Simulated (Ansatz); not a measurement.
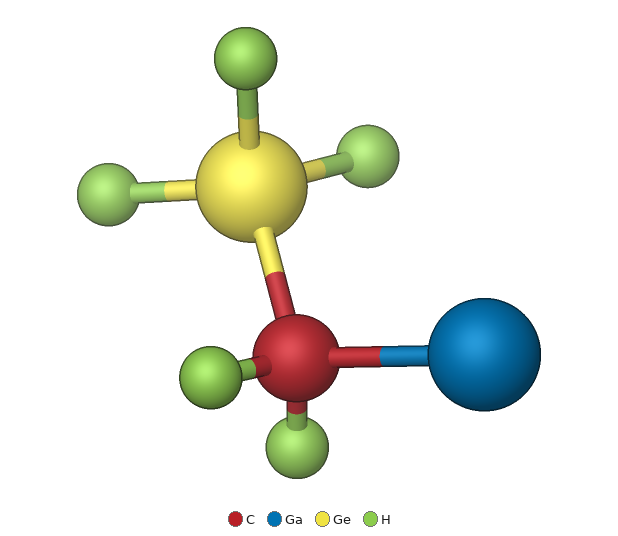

Ball-and-stick drawing of a structure.

The computed structure is the end point of a PBE0-D4/def2-TZVP optimisation.

Count the atoms of each element.

Answer. CH₅GaGe, 8 atoms: 1 carbon, 5 hydrogen, 1 gallium and 1 germanium.

Which point group does it belong to?

Answer. Cs.

How many atoms are distinct by symmetry?

Answer. 6: 1 C, 1 Ga, 1 Ge, 2 H, 2 H, 1 H.

The parts below concern this one geometry. Atoms keep their numbers from picture to picture.

Dipole moment

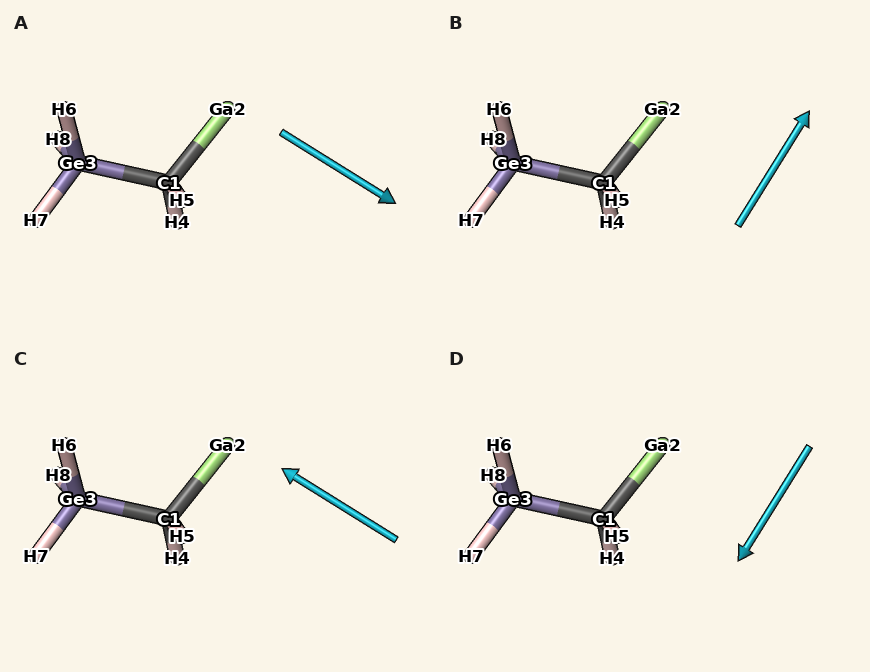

The same molecule four times, each with an arrow. Properties computed with RKS PBE-D4/def2-TZVPP (Ansatz 0.2.0).

Which arrow points along the dipole moment, from the negative to the positive end?

Answer. A. The dipole moment is 0.98 D; it points from the side of H6, H8 to the side of H4, H5 (the outermost atoms at the two ends).

Electronic properties

Level of theory: RKS SPW92 (LDA)/def2-TZVPP (Ansatz 0.2.0).

Give the HOMO energy (Kohn–Sham orbital) at this level.

Answer. −5.04 eV.

Estimate the HOMO–LUMO gap.

Answer. 2.60 eV.

Charges

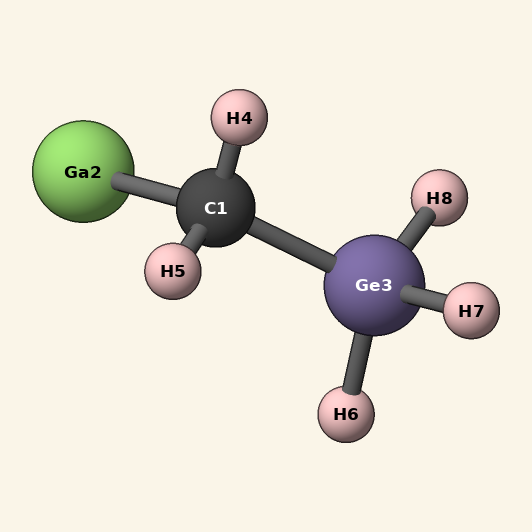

The questions are on Mulliken charges. Level of theory: RKS r2SCAN-D4/def2-TZVPP (Ansatz 0.2.0).

List the Mulliken charges.

| atom | value (e) |
| --- | --- |
| C1 | −0.44 |
| Ga2 | 0.23 |
| Ge3 | 0.12 |
| H4 | 0.09 |
| H5 | 0.09 |
| H6 | −0.03 |
| H7 | −0.03 |
| H8 | −0.03 |

Mulliken values depend strongly on the basis set and can even reverse the polarity of a bond.
